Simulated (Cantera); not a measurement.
A closed system holds: 1 mol CH3SiCl3, 3.8 mol HCl, 1300 mol H2, held at 1923.15 K.

Method: chemical equilibrium by Gibbs-energy minimisation in Cantera with the NASA 1993 tables (ideal gas, pure condensed phases). Candidate condensed phases: C, C6H6, C7H8, C8H18, Si, SiC; 109 gas species. The feed counts by its element totals alone. Gases not in the tables: Si2H6 and higher silanes. The numbers say what is thermodynamically allowed, not how fast it happens.

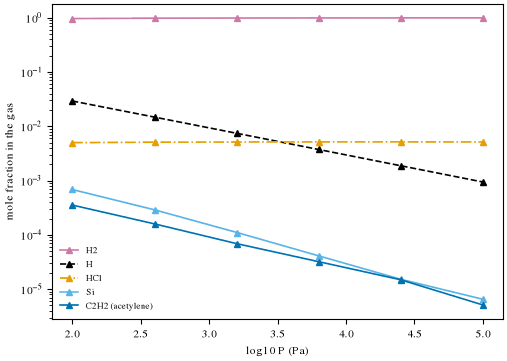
Fig. 1. Equilibrium gas composition (values under 1e-9 drawn at 1e-9)

Read off the mole fractions at 0.00400 bar.

H2 about 0.98, H about 0.015, HCl about 0.0051, Si about 0.00029, C2H2 (acetylene) about 0.00016.
